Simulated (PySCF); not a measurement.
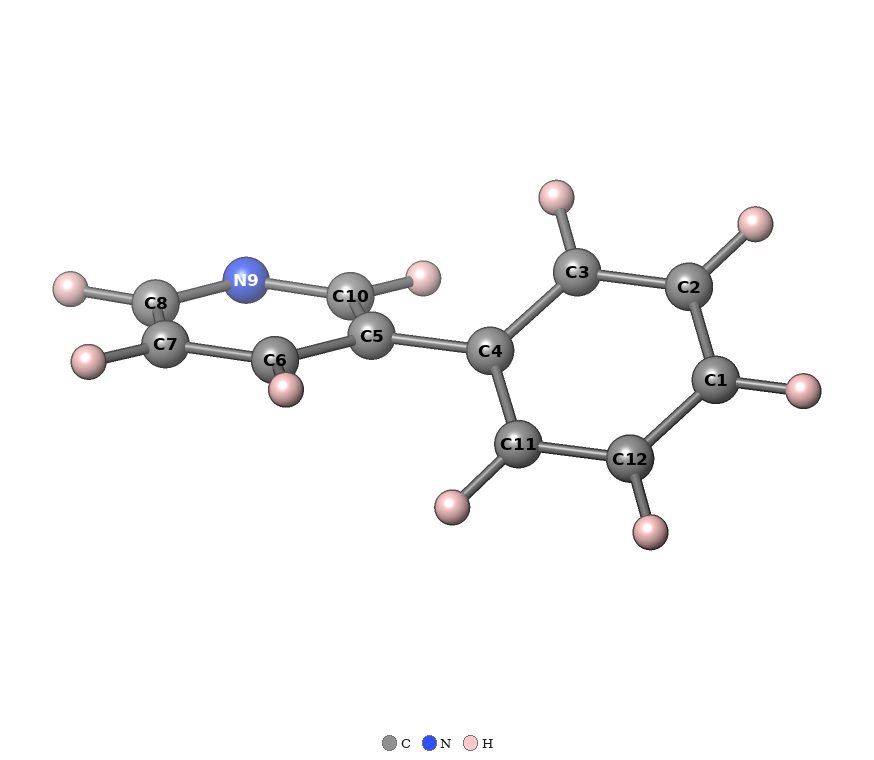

Depth is shown by fading: the farther an atom, the more it takes the colour of the background. The geometry was computed by an optimisation with PBE0-D3(BJ)/def2-SVP. No frequency run is at hand to confirm it as a minimum.

Question: What is the conformation of the ring C5–C6–C7–C8–N9–C10?

Answer: It is planar. The Cremer–Pople amplitude Q is 0.01 Å.

Question: Give the torsion angles round the ring, beginning with the bond from its second to its third atom.

Answer: 0°, 1°, 0°, 0°, 1°, 0°.
